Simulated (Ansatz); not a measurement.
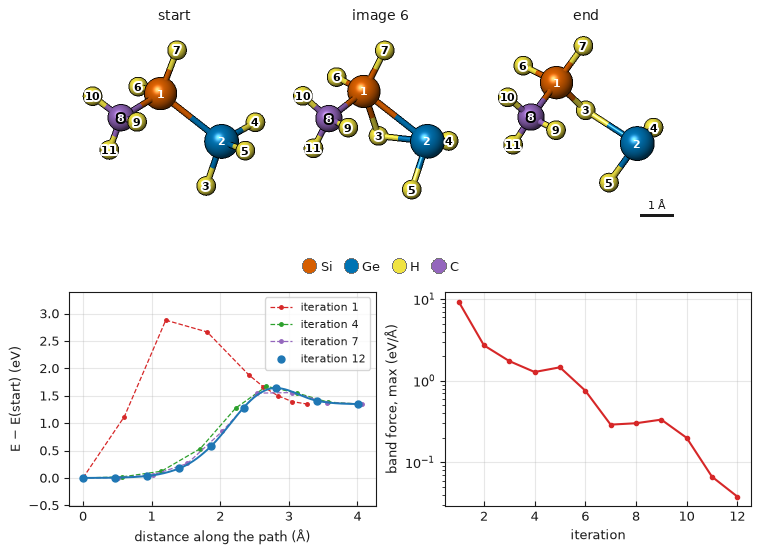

NEB run on CH₈GeSi. Images are numbered from 0 (start) to 8 (end). The plot follows the band through its iterations. A ball-and-stick model, seen at a tilt.

Level of theory: RKS B3LYP-D4/def2-SVP in Ansatz. Settings: 7 movable images; climbing image; force threshold 0.05 eV/Å; iteration limit 60; starting path through a guess of the saddle point.

> Judge this run.

The result is final at these settings. The band converged in 12 iterations. The largest component of the band force went from 9.4 to 0.038 eV/Å. The climbing image converged on the top of the path. Its vibrational analysis gives one imaginary mode (446i cm⁻¹), as a transition state must have. The first iteration put the highest image at 2.88 eV. Forward barrier 1.64 eV, backward barrier 0.29 eV, with image 6 at the top; the reaction energy is +1.35 eV.
